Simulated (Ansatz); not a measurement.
**Run report: CH3SSi, geometry relaxation**

CH3SSi, multiplicity 2, computed with UKS PBE-D4/def2-SVP (Ansatz 0.2.0).

Figures and captions count atoms from 1; the log counts them from 0 in places.

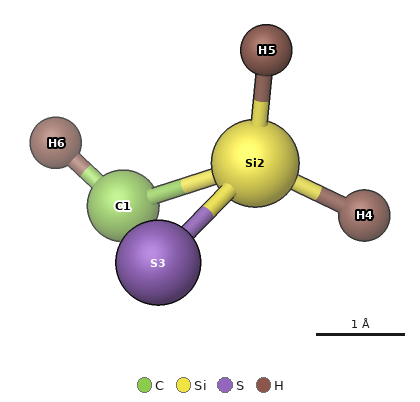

**Figure 1.** The starting structure (ball-and-stick view, seen at a tilt; atoms are numbered from 1 in the order of the input). Bond lengths as drawn: C–H 1.06 Å, C–Si 1.85 Å, H–Si 1.42 Å and S–Si 1.86 Å.

The input
```yaml
crystal:
  periodic: [false, false, false]
  atoms:
    - {symbol: C, position_ang: [-0.270466, 0.474031, 1.085088]}
    - {symbol: Si, position_ang: [-0.229075, -0.135944, -0.664988]}
    - {symbol: S, position_ang: [0.225297, -1.477176, 0.545310]}
    - {symbol: H, position_ang: [-1.457933, -0.387081, -1.330750]}
    - {symbol: H, position_ang: [0.832706, 0.204613, -1.544216]}
    - {symbol: H, position_ang: [0.529197, 1.088648, 1.411255]}
basis:
  gaussian: {orbitals: def2-SVP}
magnetization: {spin_polarized: true, initial_magnetization: 1}
hamiltonian: {xc: pbe, dispersion: d4}
relax: {f_tol: 0.03, max_steps: 250}
```

Hardware: 2 threads of Arm Neoverse V2, 23 GiB of memory available, shared host.

Run as:
```bash
ansatz run in.yaml --threads 2 --pin off --events-out ev --progress --plain --max-ram 4352MiB
```

Log
```
Functional definition: PBE
  name "PBE"
  cite "Perdew, Burke & Ernzerhof, Phys. Rev. Lett. 77, 3865 (1996) doi:10.1103/PhysRevLett.77.3865"
  parent pbe
  parameter kappa = 0.804
  parameter beta = 0.06672455060314922
  exchange = pbe_x(kappa = kappa, mu = beta*pi^2/3)
  correlation = pbe_c(beta = beta)
733 factors; their error is unknown
mean field evaluation 1: about -19768.5527 eV, gradient 4.0e1 eV
mean field evaluation 2: about -19721.7473 eV, gradient 7.8e1 eV
mean field evaluation 4: about -19777.8468 eV, gradient 6.5e0 eV
mean field evaluation 8: about -19778.1371 eV, gradient 9.3e-2 eV
mean field evaluation 16: about -19778.0821 eV, gradient 5.3e-5 eV
mean field -19778.08210697 eV, -726.8311113656 hartree, gradient 1.7e-5 eV, S^2 0.755218; 0 other end points of the search recorded, 0 dependent functions left out
the calculation of the forces begins
reference -19778.08213406 eV, -726.8311123610 hartree; 20, 19 occupied and 45, 46 virtual orbitals, 733 factors
relax step   1: F+E_penalty+E_count = -19778.21456589 eV  Δ(F+E_penalty+E_count) = +0.000e0 eV  max|allowed force component| = 6.644e0 eV/Å  Δτ_max = 0.0000 Å  (32 SCF iters, accepted)
these checks for a lower state are left out or cut short: starts, cluster_reference, orbital_swaps, neighbouring_geometries, increment
733 factors; their error is unknown
mean field -19779.52432876 eV, -726.8841120386 hartree, gradient 1.7e-5 eV, S^2 0.754136; 0 other end points of the search recorded, 0 dependent functions left out
the calculation of the forces begins
reference -19779.52435620 eV, -726.8841130472 hartree; 20, 19 occupied and 45, 46 virtual orbitals, 733 factors
relax step   2: F+E_penalty+E_count = -19779.65537683 eV  Δ(F+E_penalty+E_count) = -1.441e0 eV  max|allowed force component| = 1.944e0 eV/Å  Δτ_max = 0.1948 Å  (36 SCF iters, accepted)
these checks for a lower state are left out or cut short: starts, cluster_reference, orbital_swaps, neighbouring_geometries, increment
733 factors; their error is unknown
mean field evaluation 32: about -19779.9877 eV, gradient 3.7e-4 eV
mean field -19779.98773437 eV, -726.9011418807 hartree, gradient 1.6e-5 eV, S^2 0.753785; 0 other end points of the search recorded, 0 dependent functions left out
the calculation of the forces begins
reference -19779.98776233 eV, -726.9011429082 hartree; 20, 19 occupied and 45, 46 virtual orbitals, 733 factors
relax step   3: F+E_penalty+E_count = -19780.11733117 eV  Δ(F+E_penalty+E_count) = -4.620e-1 eV  max|allowed force component| = 9.361e-1 eV/Å  Δτ_max = 0.1996 Å  (35 SCF iters, accepted)
these checks for a lower state are left out or cut short: starts, cluster_reference, orbital_swaps, neighbouring_geometries, increment
733 factors; their error is unknown
mean field -19780.02490871 eV, -726.9025080127 hartree, gradient 1.8e-5 eV, S^2 0.753593; 0 other end points of the search recorded, 0 dependent functions left out
the calculation of the forces begins
reference -19780.02493680 eV, -726.9025090451 hartree; 20, 19 occupied and 45, 46 virtual orbitals, 733 factors
relax step   4: F+E_penalty+E_count = -19780.15437419 eV  Δ(F+E_penalty+E_count) = -3.704e-2 eV  max|allowed force component| = 1.193e0 eV/Å  Δτ_max = 0.1999 Å  (36 SCF iters, accepted)
these checks for a lower state are left out or cut short: starts, cluster_reference, orbital_swaps, neighbouring_geometries, increment
733 factors; their error is unknown
mean field -19780.10492529 eV, -726.9054485678 hartree, gradient 1.8e-5 eV, S^2 0.753767; 0 other end points of the search recorded, 0 dependent functions left out
the calculation of the forces begins
reference -19780.10495364 eV, -726.9054496095 hartree; 20, 19 occupied and 45, 46 virtual orbitals, 733 factors
relax step   5: F+E_penalty+E_count = -19780.23462359 eV  Δ(F+E_penalty+E_count) = -8.025e-2 eV  max|allowed force component| = 3.533e-1 eV/Å  Δτ_max = 0.0757 Å  (29 SCF iters, accepted)
these checks for a lower state are left out or cut short: starts, cluster_reference, orbital_swaps, neighbouring_geometries, increment
733 factors; their error is unknown
mean field -19780.11225774 eV, -726.9057180302 hartree, gradient 1.6e-5 eV, S^2 0.753798; 0 other end points of the search recorded, 0 dependent functions left out
the calculation of the forces begins
reference -19780.11228616 eV, -726.9057190748 hartree; 20, 19 occupied and 45, 46 virtual orbitals, 733 factors
relax step   6: F+E_penalty+E_count = -19780.24189658 eV  Δ(F+E_penalty+E_count) = -7.273e-3 eV  max|allowed force component| = 8.206e-2 eV/Å  Δτ_max = 0.0331 Å  (30 SCF iters, accepted)
these checks for a lower state are left out or cut short: starts, cluster_reference, orbital_swaps, neighbouring_geometries, increment
733 factors; their error is unknown
mean field -19780.11359449 eV, -726.9057671550 hartree, gradient 1.4e-5 eV, S^2 0.753806; 0 other end points of the search recorded, 0 dependent functions left out
the calculation of the forces begins
reference -19780.11362294 eV, -726.9057682004 hartree; 20, 19 occupied and 45, 46 virtual orbitals, 733 factors
relax step   7: F+E_penalty+E_count = -19780.24322079 eV  Δ(F+E_penalty+E_count) = -1.324e-3 eV  max|allowed force component| = 4.800e-2 eV/Å  Δτ_max = 0.0357 Å  (30 SCF iters, accepted)
these checks for a lower state are left out or cut short: starts, cluster_reference, orbital_swaps, neighbouring_geometries, increment
733 factors; their error is unknown
mean field evaluation 64: about -19780.1696 eV, gradient 3.0e-1 eV
mean field -19780.11373068 eV, -726.9057721597 hartree, gradient 1.3e-5 eV, S^2 0.753800; 0 other end points of the search recorded, 0 dependent functions left out
the calculation of the forces begins
reference -19780.11375912 eV, -726.9057732051 hartree; 20, 19 occupied and 45, 46 virtual orbitals, 733 factors
relax step   8: F+E_penalty+E_count = -19780.24337184 eV  Δ(F+E_penalty+E_count) = -1.511e-4 eV  max|allowed force component| = 6.791e-3 eV/Å  Δτ_max = 0.0065 Å  (31 SCF iters, accepted)
```

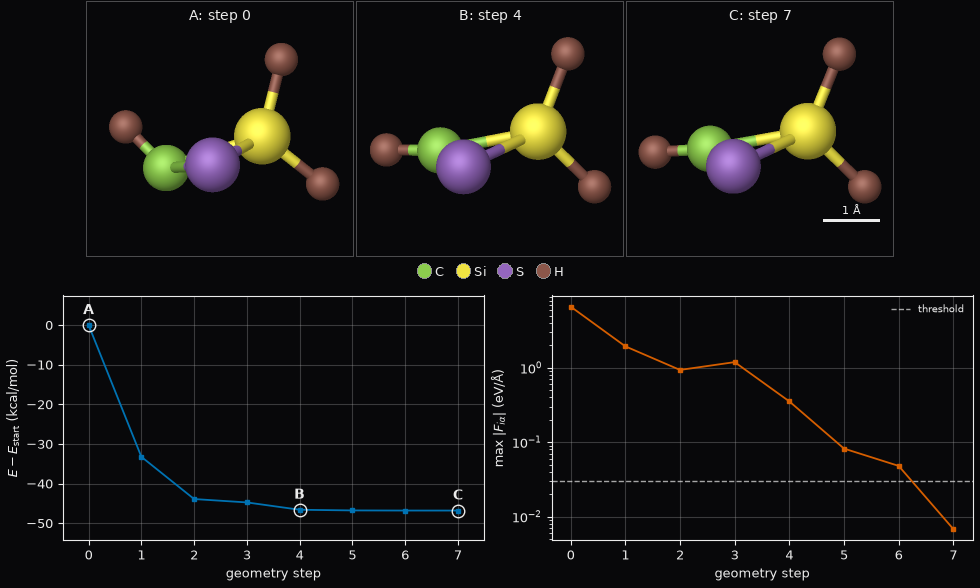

**Figure 2.** Frames of the relaxation (ball-and-stick view, seen at a tilt) above the curves, on which the letters mark them (the first geometry is step 0 here and step 1 in the log).

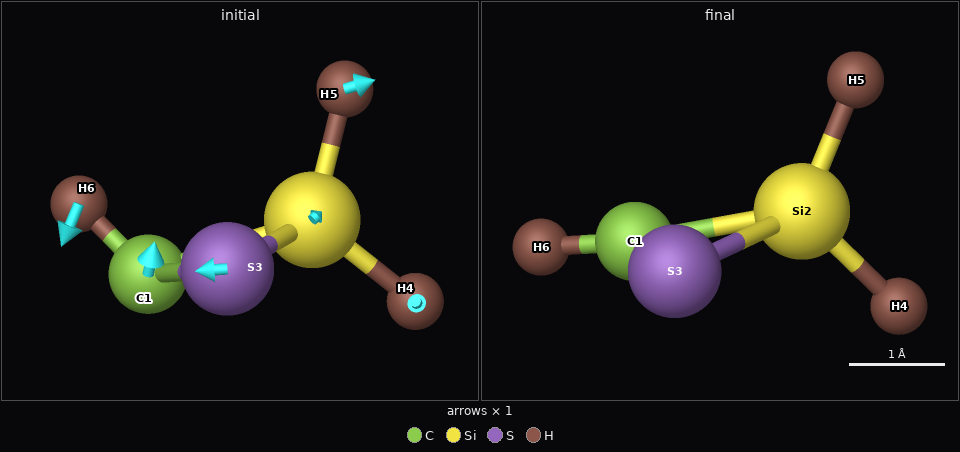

**Figure 3.** Before (left) and after (right) the relaxation, at one scale (ball-and-stick view, seen at a tilt). The teal arrows give the displacements, at true length. The energy falls by 46.8 kcal/mol in 7 geometry steps. Largest force component: 6.6 eV/Å at the start, 0.0068 eV/Å at the end. H6 moves most after the best rigid fit: 0.49 Å. Largest moves by element: H 0.49 Å, C 0.41 Å, S 0.35 Å, Si 0.15 Å. Among the contacts that change: Si2–S3 1.863 → 2.185 Å, C1–S3 2.084 → 1.772 Å, Si2–H4 1.420 → 1.499 Å, C1–Si2 1.854 → 1.790 Å. Among the angles that change: Si2–C1–H6 117.7° → 156.3°, Si2–C1–S3 56.1° → 75.7°, C1–Si2–S3 68.2° → 51.8°. (Atoms are counted from 1 in the order of the input.)

```
733 factors; their error is unknown
mean field -19780.11373068 eV, -726.9057721597 hartree, gradient 1.3e-5 eV, S^2 0.753800; 1 other end points of the search recorded, 0 dependent functions left out
the calculation of the forces begins
reference -19780.11375912 eV, -726.9057732051 hartree; 20, 19 occupied and 45, 46 virtual orbitals, 733 factors
Total energy: -19780.24340029 eV, -726.9105374302 hartree
Atom 0 at     0.090625     0.355750     0.908734 Å, force    -0.003331    -0.002264    -0.004764 eV/Å
Atom 1 at    -0.210297    -0.082322    -0.800089 Å, force    -0.003362     0.000115    -0.000807 eV/Å
Atom 2 at     0.321428    -1.400212     0.860251 Å, force     0.002527    -0.002516    -0.000404 eV/Å
Atom 3 at    -1.592070    -0.232259    -1.362627 Å, force     0.002625     0.002257     0.003031 eV/Å
Atom 4 at     0.821718     0.099397    -1.872078 Å, force     0.002203    -0.002186    -0.003847 eV/Å
Atom 5 at     0.198321     1.026737     1.767509 Å, force    -0.000661     0.004594     0.006791 eV/Å
Dipole moment:    -0.057658     0.162296    -0.184366 e Å
```

Trajectory as extended XYZ (Å, eV, eV/Å), 8 frames, from step=1 to step=8
```
6
Properties=species:S:1:pos:R:3:forces:R:3 step=1 energy=-19778.21457
C    -0.2705    0.4740    1.0851   -0.4540  -2.8199  -2.5592
Si   -0.2291   -0.1359   -0.6650   -2.3306   4.9324  -3.3112
S     0.2253   -1.4772    0.5453    1.8325  -3.7607   6.6436
H    -1.4579   -0.3871   -1.3308   -1.4737   0.1425  -0.9986
H     0.8327    0.2046   -1.5442    1.1142   0.8117  -1.2337
H     0.5292    1.0886    1.4113    1.3116   0.6940   1.4591
6
Properties=species:S:1:pos:R:3:forces:R:3 step=2 energy=-19779.65538
C    -0.2516    0.4337    1.0242    0.8823  -1.9439  -1.0344
Si   -0.2542   -0.1211   -0.7266   -0.4285   0.6655  -0.1260
S     0.2705   -1.4887    0.7344   -0.0887   0.9806   1.6508
H    -1.5246   -0.3608   -1.3948   -0.6783   0.0146  -0.4706
H     0.8474    0.2540   -1.6114    0.4194   0.2947  -0.5971
H     0.5422    1.0499    1.4759   -0.1063  -0.0115   0.5773
6
Properties=species:S:1:pos:R:3:forces:R:3 step=3 energy=-19780.11733
C    -0.1458    0.3640    1.0025    0.4151  -0.9361  -0.7910
Si   -0.2169   -0.1597   -0.7601   -0.4106   0.8252  -0.4022
S     0.2999   -1.4226    0.8677   -0.0462   0.4113   0.4877
H    -1.5618   -0.2810   -1.4455    0.1860  -0.1148   0.2288
H     0.8158    0.2241   -1.8062   -0.0408  -0.1734   0.3239
H     0.4385    1.0422    1.6433   -0.1035  -0.0123   0.1528
6
Properties=species:S:1:pos:R:3:forces:R:3 step=4 energy=-19780.15437
C     0.0084    0.3224    0.8822    0.3166  -0.0808   1.1926
Si   -0.2369   -0.0752   -0.8112    0.2624  -0.6743   0.0951
S     0.3425   -1.4407    0.9163   -0.3553   0.9519  -0.7947
H    -1.6103   -0.2313   -1.3629   -0.0923  -0.0684  -0.1933
H     0.8546    0.1597   -1.8030   -0.0477  -0.0665  -0.2283
H     0.2714    1.0322    1.6803   -0.0837  -0.0620  -0.0715
6
Properties=species:S:1:pos:R:3:forces:R:3 step=5 energy=-19780.23462
C     0.0707    0.3272    0.9189   -0.0896   0.3533  -0.1420
Si   -0.2123   -0.0963   -0.7984   -0.0114   0.0991   0.0344
S     0.3209   -1.4102    0.8628    0.0614  -0.2611   0.0548
H    -1.5950   -0.2260   -1.3589   -0.0015  -0.0442  -0.0341
H     0.8296    0.1235   -1.8517    0.0014  -0.0515  -0.0417
H     0.2158    1.0488    1.7290    0.0396  -0.0956   0.1286
6
Properties=species:S:1:pos:R:3:forces:R:3 step=6 energy=-19780.24190
C     0.0565    0.3460    0.9238   -0.0116   0.0178  -0.0821
Si   -0.2162   -0.0731   -0.7976    0.0122  -0.0687   0.0449
S     0.3213   -1.4051    0.8546   -0.0037   0.0741   0.0173
H    -1.5895   -0.2447   -1.3736   -0.0025   0.0220   0.0061
H     0.8255    0.1057   -1.8612    0.0010   0.0196   0.0028
H     0.2321    1.0383    1.7558    0.0046  -0.0648   0.0109
6
Properties=species:S:1:pos:R:3:forces:R:3 step=7 energy=-19780.24322
C     0.0842    0.3568    0.9090    0.0006  -0.0162  -0.0074
Si   -0.2126   -0.0836   -0.8012    0.0287   0.0109   0.0480
S     0.3266   -1.3978    0.8607   -0.0116  -0.0047  -0.0191
H    -1.5929   -0.2297   -1.3656   -0.0129  -0.0077  -0.0013
H     0.8224    0.0968   -1.8704    0.0002   0.0018  -0.0084
H     0.2020    1.0247    1.7691   -0.0051   0.0159  -0.0116
6
Properties=species:S:1:pos:R:3:forces:R:3 step=8 energy=-19780.24337
C     0.0906    0.3558    0.9087   -0.0033  -0.0023  -0.0048
Si   -0.2103   -0.0823   -0.8001   -0.0034   0.0001  -0.0008
S     0.3214   -1.4002    0.8603    0.0025  -0.0025  -0.0004
H    -1.5921   -0.2323   -1.3626    0.0026   0.0023   0.0030
H     0.8217    0.0994   -1.8721    0.0022  -0.0022  -0.0038
H     0.1983    1.0267    1.7675   -0.0007   0.0046   0.0068
```

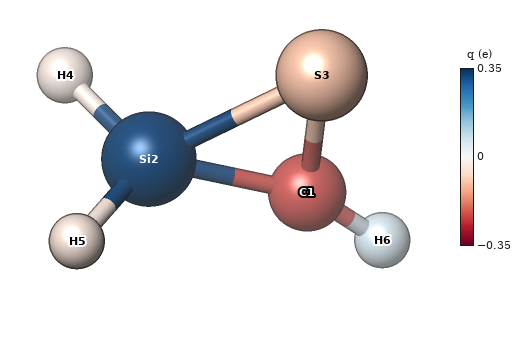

**Figure 4.** Mulliken charges, as the colour of each atom (ball-and-stick view, seen at a tilt; atoms are numbered from 1 in the order of the input). By element: C −0.23, Si +0.33, S −0.10 and H −0.04 to +0.07 e.

Results in brief

| quantity | value |
| --- | --- |
| outcome | converged |
| total energy | −19780.2434 eV |
| mean-field energy | −19780.1138 eV |
| dispersion energy | −0.1296 eV |
| ⟨S²⟩ | 0.754 |
| SCF solution under orbital rotations | stable |
| largest force (length of the vector) at the end | 0.008 eV/Å |
| dipole moment | 1.21 D |
| wall time | 12 s (CPU time 22 s) |
| peak memory | 0.14 GiB |
